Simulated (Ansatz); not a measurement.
## Electronic structure of CH6O2Si···NH3 in real space

Input file:

```
crystal:
  periodic: [false, false, false]
  atoms:
    - { symbol: Si, position_ang: [-0.177667, 0.519401, 0.889074] }
    - { symbol: "N", position_ang: [1.667573, -1.814675, -0.083057] }
    - { symbol: O, position_ang: [-0.392303, 0.206315, -0.71955] }
    - { symbol: C, position_ang: [-1.137365, 1.078717, -1.56434] }
    - { symbol: H, position_ang: [1.216819, 0.921854, 1.23981] }
    - { symbol: H, position_ang: [-1.11844, 1.627969, 1.217602] }
    - { symbol: H, position_ang: [0.879526, -2.009046, 0.532827] }
    - { symbol: O, position_ang: [-0.609987, -0.867079, 1.813644] }
    - { symbol: H, position_ang: [1.294797, -1.249226, -0.843048] }
    - { symbol: H, position_ang: [2.338938, -1.240985, 0.424395] }
    - { symbol: H, position_ang: [-1.889748, 1.651767, -1.002313] }
    - { symbol: H, position_ang: [-0.460143, 1.78348, -2.079522] }
    - { symbol: H, position_ang: [-1.655468, 0.472059, -2.320132] }
    - { symbol: H, position_ang: [0.043567, -1.08055, 2.49471] }
basis:
  gaussian: { orbitals: "6-31G*" }
hamiltonian:
  xc: pbe0
  dispersion: d4
relax:
  f_tol: 0.03
  max_steps: 50
output:
  orbitals: {}
```

Command:

```sh
ansatz run input.yaml --threads 2 --pin off --max-ram 3072MiB --backend cpu --events-out ev --progress --plain --runs-dir out
```

The fields are those of the relaxed geometry.

Level of theory: RKS PBE0-D4/6-31G* in Ansatz.

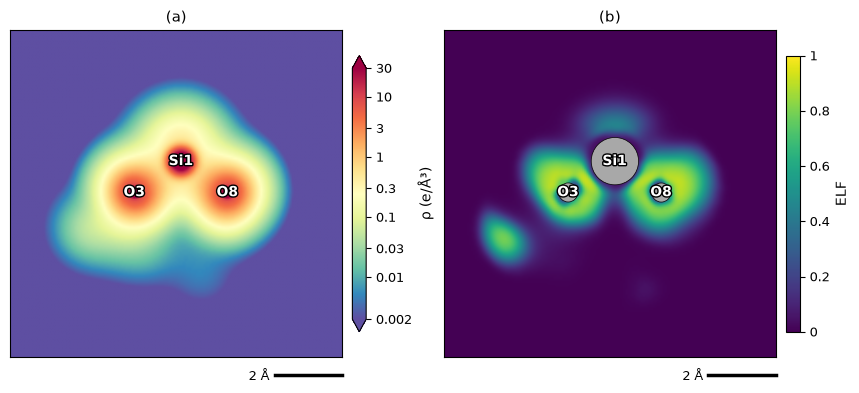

Figure 1. (a) total electron density; (b) electron localisation function on the plane of atoms O3, Si1 and O8. Grey discs cover the atomic cores in the ELF map.

**Read the bonding off the picture.**

- The section cuts through Si and O sites.
- Si–O (1.65 Å): the density is about 1.1 e/Å³ at the midpoint; the ELF peaks at about 0.90 between the atoms (a polar covalent bond).
- The ELF also peaks beside O3 and O8, away from the bonds: lone-pair regions.

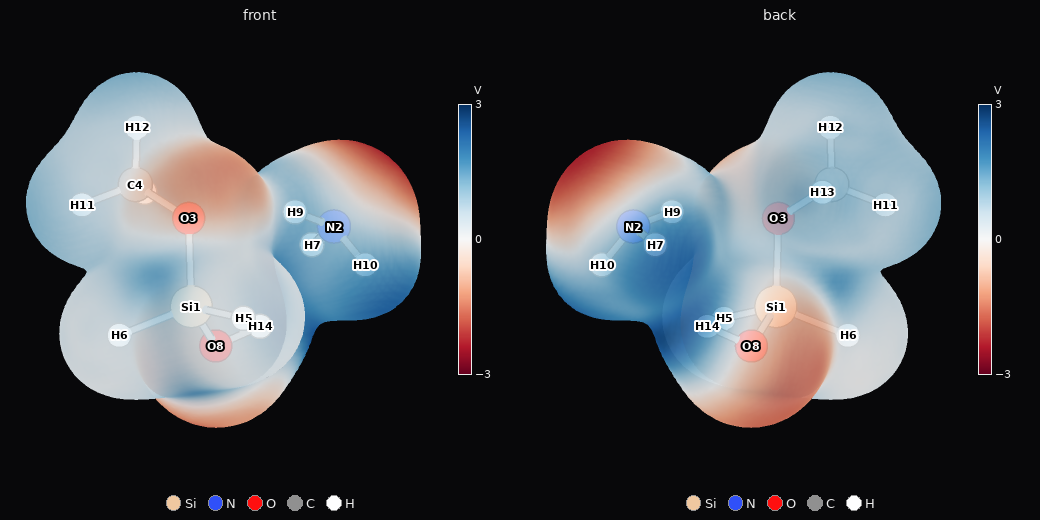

Figure 2. The electrostatic potential painted on the density surface at 0.004 e/bohr³, seen from the front and from behind; the colour scale runs from red (negative) to blue (positive).

**Where is the surface potential most negative and most positive?**

The most negative region (about −2.2 V) lies over N2, the most positive (about +2.5 V) over H14. N2 is the likeliest acceptor of a hydrogen bond.

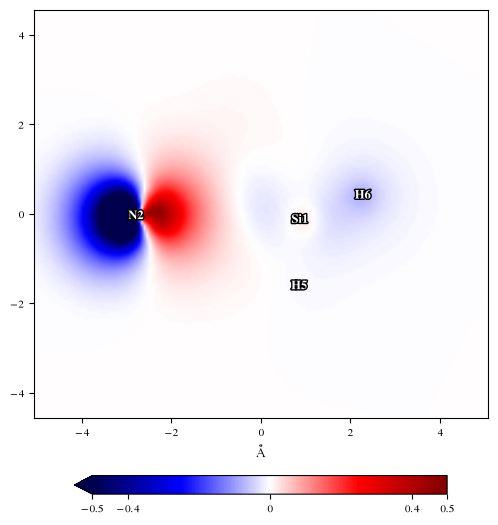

Figure 3. The HOMO on the plane of atoms H5, Si1 and H6 (values in Å⁻³ᐟ²; the overall sign is arbitrary).

**What is the character of this orbital?**

By Hirshfeld shares it lies mainly on N2 (about 80 %); largely a lone pair of N2. Its energy is −7.49 eV.
